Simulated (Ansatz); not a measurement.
# Zr(0001) with 2 thermally displaced layers, 2x2: scattering by thermal displacements, part 2 of 2

Wanted: the phonon-limited resistivity of Zr at 800 K by the Landauer route.

Ansatz 0.2.0; Ansatz plane-wave DFT, PBE, PAW files; ballistic transport by layer matching (Landauer), zero bias; PAW set soft_1.

So far. Step 2 (With 2 displaced layers): Over the solved energies the transmission per spin lies between 1.77 and 2.00, out of 2.76 channels of the lead on average (up to 2.84).

## 3. With 6 displaced layers

Each atom of 6 layers is moved at random, by amounts drawn from a normal law 0.123 Å wide in each direction from the Debye model (291 K) at 800 K. A fresh draw is used; the growth of the resistance with length is what counts.

System of this step: Zr(0001) with 6 thermally displaced layers, 2x2. The cell holds 64 atoms: 64 Zr. Cell: a = 6.464 Å, b = 6.464 Å, c = 41.176 Å, α = 90.0°, β = 90.0°, γ = 120.0°. It derives from Zr. Regions: lead, 40 atoms (40 Zr); scattering region, 24 atoms (24 Zr). The structure is stacked along c, and the current runs across the ab planes.

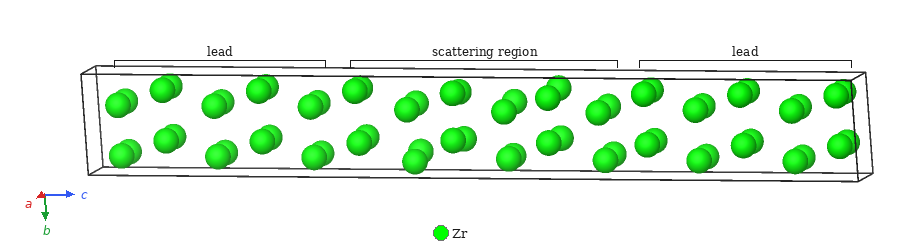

The cell of this step (zirconium green).

Input file input.yaml:

```yaml
crystal:
  lattice:
    - [6.464, 0.0, 0.0]
    - [-3.232, 5.5979882101, 0.0]
    - [0.0, 0.0, 41.176]
  atoms:
    - { symbol: Zr, position: [0.1666666667, 0.3333333333, 0.03125] }
    - { symbol: Zr, position: [0.1666666667, 0.8333333333, 0.03125] }
    - { symbol: Zr, position: [0.6666666667, 0.3333333333, 0.03125] }
    - { symbol: Zr, position: [0.6666666667, 0.8333333333, 0.03125] }
    - { symbol: Zr, position: [0.3333333333, 0.1666666667, 0.09375] }
    - { symbol: Zr, position: [0.3333333333, 0.6666666667, 0.09375] }
    - { symbol: Zr, position: [0.8333333333, 0.1666666667, 0.09375] }
    - { symbol: Zr, position: [0.8333333333, 0.6666666667, 0.09375] }
    - { symbol: Zr, position: [0.1666666667, 0.3333333333, 0.15625] }
    - { symbol: Zr, position: [0.1666666667, 0.8333333333, 0.15625] }
    - { symbol: Zr, position: [0.6666666667, 0.3333333333, 0.15625] }
    - { symbol: Zr, position: [0.6666666667, 0.8333333333, 0.15625] }
    - { symbol: Zr, position: [0.3333333333, 0.1666666667, 0.21875] }
    - { symbol: Zr, position: [0.3333333333, 0.6666666667, 0.21875] }
    - { symbol: Zr, position: [0.8333333333, 0.1666666667, 0.21875] }
    - { symbol: Zr, position: [0.8333333333, 0.6666666667, 0.21875] }
    - { symbol: Zr, position: [0.1666666667, 0.3333333333, 0.28125] }
    - { symbol: Zr, position: [0.1666666667, 0.8333333333, 0.28125] }
    - { symbol: Zr, position: [0.6666666667, 0.3333333333, 0.28125] }
    - { symbol: Zr, position: [0.6666666667, 0.8333333333, 0.28125] }
    - { symbol: Zr, position: [0.3515560402, 0.1687321209, 0.3415292521] }
    - { symbol: Zr, position: [0.3107678909, 0.6566104105, 0.3444076979] }
    - { symbol: Zr, position: [0.8118259181, 0.1620710703, 0.343274413] }
    - { symbol: Zr, position: [0.8459818294, 0.6713827369, 0.344811458] }
    - { symbol: Zr, position: [0.1528027125, 0.3304857162, 0.4085916458] }
    - { symbol: Zr, position: [0.1812507448, 0.8056716092, 0.4107719186] }
    - { symbol: Zr, position: [0.7008568435, 0.3504987785, 0.407039899] }
    - { symbol: Zr, position: [0.6767101667, 0.8653661107, 0.4121050693] }
    - { symbol: Zr, position: [0.3820587906, 0.1955595532, 0.4698174548] }
    - { symbol: Zr, position: [0.3102941905, 0.6665688092, 0.4707108162] }
    - { symbol: Zr, position: [0.8131605995, 0.1753475154, 0.4700339541] }
    - { symbol: Zr, position: [0.8335691092, 0.6406515438, 0.4667735695] }
    - { symbol: Zr, position: [0.1455124818, 0.3076327349, 0.5364452946] }
    - { symbol: Zr, position: [0.1608449024, 0.8405608103, 0.5304776731] }
    - { symbol: Zr, position: [0.7112989903, 0.3623417212, 0.5331417525] }
    - { symbol: Zr, position: [0.6253128708, 0.8344764121, 0.5332920931] }
    - { symbol: Zr, position: [0.345647602, 0.1530912222, 0.5991921413] }
    - { symbol: Zr, position: [0.3009431013, 0.6521328675, 0.5965428883] }
    - { symbol: Zr, position: [0.8562630024, 0.2106593182, 0.5943130855] }
    - { symbol: Zr, position: [0.8171382496, 0.6583715802, 0.5904908703] }
    - { symbol: Zr, position: [0.1492818212, 0.347183501, 0.6579858764] }
    - { symbol: Zr, position: [0.1830083787, 0.8167546115, 0.6612951724] }
    - { symbol: Zr, position: [0.6784935602, 0.3679231512, 0.6549573178] }
    - { symbol: Zr, position: [0.6554168065, 0.8388211287, 0.6593308334] }
    - { symbol: Zr, position: [0.3333333333, 0.1666666667, 0.71875] }
    - { symbol: Zr, position: [0.3333333333, 0.6666666667, 0.71875] }
    - { symbol: Zr, position: [0.8333333333, 0.1666666667, 0.71875] }
    - { symbol: Zr, position: [0.8333333333, 0.6666666667, 0.71875] }
    - { symbol: Zr, position: [0.1666666667, 0.3333333333, 0.78125] }
    - { symbol: Zr, position: [0.1666666667, 0.8333333333, 0.78125] }
    - { symbol: Zr, position: [0.6666666667, 0.3333333333, 0.78125] }
    - { symbol: Zr, position: [0.6666666667, 0.8333333333, 0.78125] }
    - { symbol: Zr, position: [0.3333333333, 0.1666666667, 0.84375] }
    - { symbol: Zr, position: [0.3333333333, 0.6666666667, 0.84375] }
    - { symbol: Zr, position: [0.8333333333, 0.1666666667, 0.84375] }
    - { symbol: Zr, position: [0.8333333333, 0.6666666667, 0.84375] }
    - { symbol: Zr, position: [0.1666666667, 0.3333333333, 0.90625] }
    - { symbol: Zr, position: [0.1666666667, 0.8333333333, 0.90625] }
    - { symbol: Zr, position: [0.6666666667, 0.3333333333, 0.90625] }
    - { symbol: Zr, position: [0.6666666667, 0.8333333333, 0.90625] }
    - { symbol: Zr, position: [0.3333333333, 0.1666666667, 0.96875] }
    - { symbol: Zr, position: [0.3333333333, 0.6666666667, 0.96875] }
    - { symbol: Zr, position: [0.8333333333, 0.1666666667, 0.96875] }
    - { symbol: Zr, position: [0.8333333333, 0.6666666667, 0.96875] }
kpoints:
  mp_grid: { grid: [4, 4, 1] }
hamiltonian:
  xc: pbe
  pseudopotentials: { kind: paw, azcp: { folder: soft_1 } }
scf:
  occupations: { method: fermi_dirac, width: 0.1 }
output:
  transmission: { leads: [[0, 8]], kmesh: [8, 8], e_range: [-0.05, 0.05], de: 0.05 }
  write_potential: true
  write_density: true
  volumetric_format: npy
```

Started as:

```bash
> ansatz run input.yaml --threads 4 --pin off --max-ram 15360MiB --backend cpu --events-out ev --progress --plain --runs-dir out
```

Numbers of over 12 decimals in the logs are rounded to 6 here.

What it wrote:

```text
[...]
Crystal: 64 atoms, lattice volume = 1489.970 Å³
Basis set: ecut = 420 eV, 29117 PW (Γ)
Bands: 461, of which v1, the nominal top of the filled ones, is band 384 counted from 1 (383 counted from 0)
Symmetry: 1 space group operations
[...]
k-points: 10 of 16 (time reversal used)
[...]
SCF iter   1: F=—  HF=-267772.423576 eV  |F-HF|=—  |Δ(HF+E_count)|=         —  Δρ=3.08e-2  dr2=8.80e1  ethr=3.10e-3  ⟨swp⟩=5.9  Hψ=17967  notcnv=0
[...]
SCF iter  12: F=-267765.183570 eV  HF=-267765.183570 eV  |F-HF|=3.83e-8  |Δ(HF+E_count)|=  6.98e-10  Δρ=5.39e-7  dr2=4.00e-8  ethr=1.30e-11  ⟨swp⟩=9.4  Hψ=10428  notcnv=0
SCF 1 converged in 12 iterations: F = -267765.183570 eV  dr2 = 4.00e-8
[...]
transmission: 226 of 2244 steps passed
transmission: 450 of 2244 steps passed
[...]
transmission: 2244 of 2244 steps passed
SCF converged after 12 iterations
Free energy (F): -267765.183570 eV
[...]
Internal energy: -267762.824895 eV  (E = F + TS)
E sigma→0 (E₀):  -267764.004232 eV
Entropy (-TS):   -2.358675 eV (-36.854 meV/atom)
Fermi energy:    13.923741 eV
[...]
--- Band table (eV; the first three rows and the last of 10) ---
  k-point 0: bands = [... 380 lower, 14.4864, 14.5112, 14.5309, 14.5471, 14.5627, 14.5735, 14.5741, 14.6004, ... 73 higher]
  k-point 1: bands = [... 380 lower, 14.0860, 14.1066, 14.1271, 14.1363, 14.1554, 14.1923, 14.2067, 14.2153, ... 73 higher]
  k-point 2: bands = [... 380 lower, 13.6177, 13.6345, 13.6514, 13.6744, 13.7472, 13.7632, 13.8089, 13.8228, ... 73 higher]
  k-point 9: bands = [... 380 lower, 13.5963, 13.6409, 13.6884, 13.7014, 13.7511, 13.7674, 13.7827, 13.7999, ... 73 higher]
--- Transmission ---
  basis      : 313 plane waves across, 66 finite elements along
  points     : 34, standing for a mesh of 8 x 8
[...]
channels       : 2.625000e0 a spin
[...]
slowest decay  : 0.0508 /Å at (0.0000, 0.0000)
  junction   : crystal 0 to crystal 0, 0.70 to 36.73 Å
    transmission   : 1.199614e0 a spin
[...]
```

It took 24 min on 4 threads of Arm Neoverse V1, shared host; peak memory 12 GiB.

This step gave:

- free energy: -267765.1836 eV
- energy at zero smearing: -267764.0042 eV
- Fermi energy: 13.92 eV
- transmission at the energy nearest the Fermi level, one spin: 1.200
- step of the lead's Hamiltonian: 13.3 meV

Per spin. The transmission, zone mean by energy, zero at the Fermi level:

```csv
energy (eV),"transmission, zone mean"
-0.0500,1.31
0.0000,1.20
0.0500,1.22
```

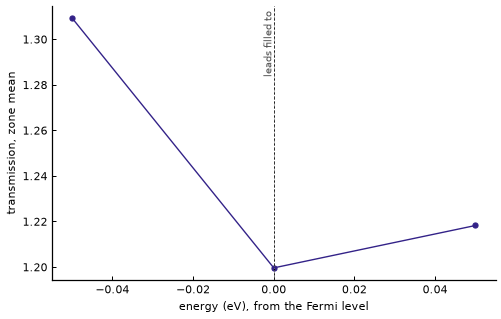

Transmission, zone mean, plotted against energy.

Over the solved energies the transmission per spin lies between 1.20 and 1.31, out of 2.76 channels of the lead on average (up to 2.84).

## 4. With 10 displaced layers

Each atom of 10 layers is moved at random, by amounts drawn from a normal law 0.123 Å wide in each direction from the Debye model (291 K) at 800 K. A fresh draw is used; the growth of the resistance with length is what counts.

System of this step: Zr(0001) with 10 thermally displaced layers, 2x2. The cell holds 80 atoms: 80 Zr. Cell: a = 6.464 Å, b = 6.464 Å, c = 51.470 Å, α = 90.0°, β = 90.0°, γ = 120.0°. It derives from Zr. Regions: lead, 40 atoms (40 Zr); scattering region, 40 atoms (40 Zr). The structure is stacked along c, and the current runs across the ab planes.

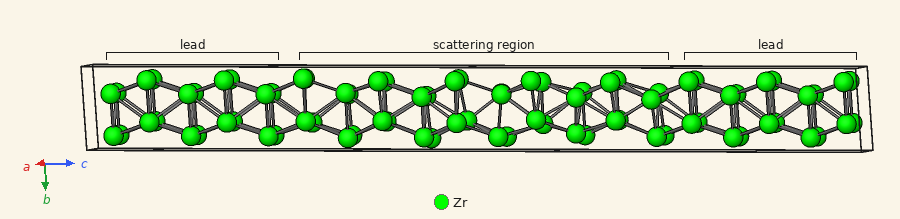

The cell of this step (zirconium green).

Input file input.yaml:

```yaml
crystal:
  lattice:
    - [6.464, 0.0, 0.0]
    - [-3.232, 5.5979882101, 0.0]
    - [0.0, 0.0, 51.47]
  atoms:
    - { symbol: Zr, position: [0.1666666667, 0.3333333333, 0.025] }
    - { symbol: Zr, position: [0.1666666667, 0.8333333333, 0.025] }
    - { symbol: Zr, position: [0.6666666667, 0.3333333333, 0.025] }
    - { symbol: Zr, position: [0.6666666667, 0.8333333333, 0.025] }
    - { symbol: Zr, position: [0.3333333333, 0.1666666667, 0.075] }
    - { symbol: Zr, position: [0.3333333333, 0.6666666667, 0.075] }
    - { symbol: Zr, position: [0.8333333333, 0.1666666667, 0.075] }
    - { symbol: Zr, position: [0.8333333333, 0.6666666667, 0.075] }
    - { symbol: Zr, position: [0.1666666667, 0.3333333333, 0.125] }
    - { symbol: Zr, position: [0.1666666667, 0.8333333333, 0.125] }
    - { symbol: Zr, position: [0.6666666667, 0.3333333333, 0.125] }
    - { symbol: Zr, position: [0.6666666667, 0.8333333333, 0.125] }
    - { symbol: Zr, position: [0.3333333333, 0.1666666667, 0.175] }
    - { symbol: Zr, position: [0.3333333333, 0.6666666667, 0.175] }
    - { symbol: Zr, position: [0.8333333333, 0.1666666667, 0.175] }
    - { symbol: Zr, position: [0.8333333333, 0.6666666667, 0.175] }
    - { symbol: Zr, position: [0.1666666667, 0.3333333333, 0.225] }
    - { symbol: Zr, position: [0.1666666667, 0.8333333333, 0.225] }
    - { symbol: Zr, position: [0.6666666667, 0.3333333333, 0.225] }
    - { symbol: Zr, position: [0.6666666667, 0.8333333333, 0.225] }
    - { symbol: Zr, position: [0.3299647539, 0.1538025731, 0.271795143] }
    - { symbol: Zr, position: [0.312189129, 0.6777106306, 0.2773649285] }
    - { symbol: Zr, position: [0.8184054421, 0.1430628243, 0.2770861423] }
    - { symbol: Zr, position: [0.8011387016, 0.6510005298, 0.2764839279] }
    - { symbol: Zr, position: [0.1280983741, 0.3418218901, 0.3236101638] }
    - { symbol: Zr, position: [0.1679143066, 0.8316701675, 0.3254829542] }
    - { symbol: Zr, position: [0.6715437011, 0.3166719172, 0.3283954497] }
    - { symbol: Zr, position: [0.6897501955, 0.8518701764, 0.3277834533] }
    - { symbol: Zr, position: [0.3575906941, 0.1852111117, 0.3751806316] }
    - { symbol: Zr, position: [0.3047031825, 0.66369972, 0.3731612376] }
    - { symbol: Zr, position: [0.8091024822, 0.1723448856, 0.3736414458] }
    - { symbol: Zr, position: [0.8022822508, 0.6437518879, 0.3756413851] }
    - { symbol: Zr, position: [0.1880182038, 0.3623877811, 0.4249667508] }
    - { symbol: Zr, position: [0.2018932606, 0.8641411521, 0.4277483315] }
    - { symbol: Zr, position: [0.6351600558, 0.3603275677, 0.4258115252] }
    - { symbol: Zr, position: [0.6788075425, 0.8414892157, 0.4259146018] }
    - { symbol: Zr, position: [0.3354680344, 0.1587813258, 0.4704560248] }
    - { symbol: Zr, position: [0.322432043, 0.6490086432, 0.4775810605] }
    - { symbol: Zr, position: [0.8287560626, 0.1685006238, 0.4729698587] }
    - { symbol: Zr, position: [0.823491225, 0.6664132848, 0.4714506822] }
    - { symbol: Zr, position: [0.1712224807, 0.3310029213, 0.5221667115] }
    - { symbol: Zr, position: [0.1266723008, 0.8446051109, 0.5242889202] }
    - { symbol: Zr, position: [0.6539882367, 0.3281450059, 0.5293404861] }
    - { symbol: Zr, position: [0.6666706373, 0.8352363623, 0.5214466256] }
    - { symbol: Zr, position: [0.3747552457, 0.1868239173, 0.5775494508] }
    - { symbol: Zr, position: [0.3443098567, 0.686805612, 0.5758863809] }
    - { symbol: Zr, position: [0.8433284032, 0.1633229808, 0.5714781311] }
    - { symbol: Zr, position: [0.831653376, 0.6241555199, 0.5744266691] }
    - { symbol: Zr, position: [0.1513194548, 0.310421651, 0.6264650634] }
    - { symbol: Zr, position: [0.1580560625, 0.8237353174, 0.6262421666] }
    - { symbol: Zr, position: [0.6728569555, 0.3638492834, 0.6258398052] }
    - { symbol: Zr, position: [0.6362839226, 0.7906177479, 0.6218751116] }
    - { symbol: Zr, position: [0.3534561581, 0.1655548932, 0.67432347] }
    - { symbol: Zr, position: [0.3505089204, 0.6384868074, 0.6736005653] }
    - { symbol: Zr, position: [0.830782517, 0.1795485221, 0.6734144765] }
    - { symbol: Zr, position: [0.804029467, 0.6314014651, 0.6767427872] }
    - { symbol: Zr, position: [0.1767717614, 0.3228673156, 0.7253903023] }
    - { symbol: Zr, position: [0.1368891082, 0.8229675779, 0.7282926266] }
    - { symbol: Zr, position: [0.6946285559, 0.3840921189, 0.7231189956] }
    - { symbol: Zr, position: [0.6755598794, 0.8290380619, 0.726352027] }
    - { symbol: Zr, position: [0.3333333333, 0.1666666667, 0.775] }
    - { symbol: Zr, position: [0.3333333333, 0.6666666667, 0.775] }
    - { symbol: Zr, position: [0.8333333333, 0.1666666667, 0.775] }
    - { symbol: Zr, position: [0.8333333333, 0.6666666667, 0.775] }
    - { symbol: Zr, position: [0.1666666667, 0.3333333333, 0.825] }
    - { symbol: Zr, position: [0.1666666667, 0.8333333333, 0.825] }
    - { symbol: Zr, position: [0.6666666667, 0.3333333333, 0.825] }
    - { symbol: Zr, position: [0.6666666667, 0.8333333333, 0.825] }
    - { symbol: Zr, position: [0.3333333333, 0.1666666667, 0.875] }
    - { symbol: Zr, position: [0.3333333333, 0.6666666667, 0.875] }
    - { symbol: Zr, position: [0.8333333333, 0.1666666667, 0.875] }
    - { symbol: Zr, position: [0.8333333333, 0.6666666667, 0.875] }
    - { symbol: Zr, position: [0.1666666667, 0.3333333333, 0.925] }
    - { symbol: Zr, position: [0.1666666667, 0.8333333333, 0.925] }
    - { symbol: Zr, position: [0.6666666667, 0.3333333333, 0.925] }
    - { symbol: Zr, position: [0.6666666667, 0.8333333333, 0.925] }
    - { symbol: Zr, position: [0.3333333333, 0.1666666667, 0.975] }
    - { symbol: Zr, position: [0.3333333333, 0.6666666667, 0.975] }
    - { symbol: Zr, position: [0.8333333333, 0.1666666667, 0.975] }
    - { symbol: Zr, position: [0.8333333333, 0.6666666667, 0.975] }
kpoints:
  mp_grid: { grid: [4, 4, 1] }
hamiltonian:
  xc: pbe
  pseudopotentials: { kind: paw, azcp: { folder: soft_1 } }
scf:
  occupations: { method: fermi_dirac, width: 0.1 }
output:
  transmission: { leads: [[0, 8]], kmesh: [8, 8], e_range: [-0.05, 0.05], de: 0.05 }
  write_potential: true
  write_density: true
  volumetric_format: npy
```

What it wrote:

```text
[...]
Crystal: 80 atoms, lattice volume = 1862.462 Å³
Basis set: ecut = 420 eV, 36449 PW (Γ)
Bands: 576, of which v1, the nominal top of the filled ones, is band 480 counted from 1 (479 counted from 0)
Symmetry: 1 space group operations
[...]
k-points: 10 of 16 (time reversal used)
[...]
SCF iter   1: F=—  HF=-334714.704663 eV  |F-HF|=—  |Δ(HF+E_count)|=         —  Δρ=3.14e-2  dr2=1.49e2  ethr=3.10e-3  ⟨swp⟩=6.3  Hψ=23127  notcnv=0
[...]
SCF iter  12: F=-334704.981025 eV  HF=-334704.981025 eV  |F-HF|=1.60e-8  |Δ(HF+E_count)|=   7.92e-9  Δρ=3.64e-7  dr2=1.80e-8  ethr=1.04e-11  ⟨swp⟩=9.6  Hψ=12326  notcnv=0
SCF 1 converged in 12 iterations: F = -334704.981025 eV  dr2 = 1.80e-8
[...]
transmission: 291 of 2856 steps passed
transmission: 579 of 2856 steps passed
[...]
transmission: 2856 of 2856 steps passed
SCF converged after 12 iterations
Free energy (F): -334704.981025 eV
[...]
Internal energy: -334702.021705 eV  (E = F + TS)
E sigma→0 (E₀):  -334703.501365 eV
Entropy (-TS):   -2.959320 eV (-36.992 meV/atom)
Fermi energy:    13.907897 eV
[...]
--- Band table (eV; the first three rows and the last of 10) ---
  k-point 0: bands = [... 476 lower, 14.4981, 14.5080, 14.5202, 14.5305, 14.5455, 14.5518, 14.5579, 14.5686, ... 92 higher]
  k-point 1: bands = [... 476 lower, 14.0908, 14.1049, 14.1299, 14.1464, 14.1521, 14.1682, 14.1828, 14.1917, ... 92 higher]
  k-point 2: bands = [... 476 lower, 13.6336, 13.6550, 13.6618, 13.6954, 13.7213, 13.7307, 13.7560, 13.7707, ... 92 higher]
  k-point 9: bands = [... 476 lower, 13.6421, 13.6588, 13.6764, 13.7053, 13.7232, 13.7653, 13.8065, 13.8238, ... 92 higher]
--- Transmission ---
  basis      : 313 plane waves across, 84 finite elements along
  points     : 34, standing for a mesh of 8 x 8
[...]
channels       : 2.625000e0 a spin
[...]
slowest decay  : 0.0520 /Å at (0.0000, 0.0000)
  junction   : crystal 0 to crystal 0, 0.70 to 47.02 Å
    transmission   : 1.001211e0 a spin
[...]
```

Wall time 31 min (4 threads); peak memory 8.7 GiB.

Numbers from this step:

```
free energy                                                  : -334704.9810 eV
energy at zero smearing                                      : -334703.5014 eV
Fermi energy                                                 : 13.91 eV
transmission at the energy nearest the Fermi level, one spin : 1.001
step of the lead's Hamiltonian                               : 20.8 meV
```

Per spin. Transmission, zone mean against energy, zero at the Fermi level:

```csv
energy (eV),"transmission, zone mean"
-0.0500,0.937
0.0000,1.00
0.0500,0.947
```

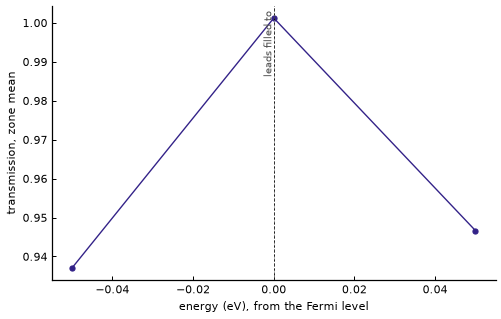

Transmission, zone mean, plotted against energy.

Over the solved energies the transmission per spin lies between 0.937 and 1.00, out of 2.75 channels of the lead on average (up to 2.84).

## 5. The fit

This step: Ansatz plane-wave DFT, PBE, PAW files; ballistic transport by layer matching (Landauer), zero bias; resistivity from the slope of the area resistance; PAW set soft_1 (Ansatz 0.2.0).

This step gave:

```yaml
resistivity: 115.5 µΩ cm
intercept: 0.2185 fΩ m²
scatter_about_the_fit: 0.04618 fΩ m²
```

Resistance, by row:

```csv
run,length (Å),T,channels N,RA (fΩ m²)
n2,5.147,1.889,2.76,0.7803
n6,15.44,1.242,2.76,2.067
n10,25.73,0.9616,2.75,3.158
```

Table of area resistance by length of the displaced region:

```csv
length of the displaced region (Å),area resistance (fΩ m²)
5.15,0.780
15.44,2.07
25.73,3.16
```

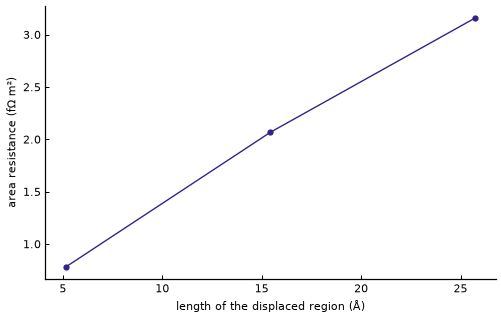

Area resistance against length of the displaced region.

The area resistance goes from 0.78 to 3.2 fΩ m² between 5.1 and 25.7 Å, a slope of 116 µΩ cm.

By hand from the end points: (3.158 − 0.7803) fΩ m² / (25.73 − 5.15) Å = 116 µΩ cm, since 1 fΩ m² per Å is 1000 µΩ cm.

## 6. What came out

| Quantity | Value |
| --- | --- |
| resistivity from the slope | 116 µΩ cm |
| area resistance over 5.15 Å | 0.780 fΩ m² |
| area resistance over 15.4 Å | 2.07 fΩ m² |
| area resistance over 25.7 Å | 3.16 fΩ m² |

What this shows: The slope gives 116 µΩ cm. The points scatter by 0.046 fΩ m² about the line, with one random draw a length in a 2x2 cell, so the slope is a rough value. The mean square of the displacements drawn is 0.73, 0.99 and 0.93 of the nominal one at the three lengths; with each resistance scaled back by that, the slope is 114 µΩ cm, the value used below. Read with a model of isotropic scattering on a spherical Fermi surface and the lead's 0.59×10¹⁵ S/m², this slope means a mean free path near 11 Å; over these lengths the model's slope is within 3 % of its bulk resistivity. Uncorrelated displacements put too much weight on short waves, which scatter strongly; with the sideways repeat of a small cell, one draw and three short lengths, the method is good to a factor of two or three.

[Logs are printed without paths, hosts, clocks, repeated set-up lines and the standing remarks that a program may print on its own settings, such as how far it seeks lower states.]

[Hosts, paths, dates, database ids (printed as entryN), source tags and the programs' standing remarks are cut or masked in the printed files.]
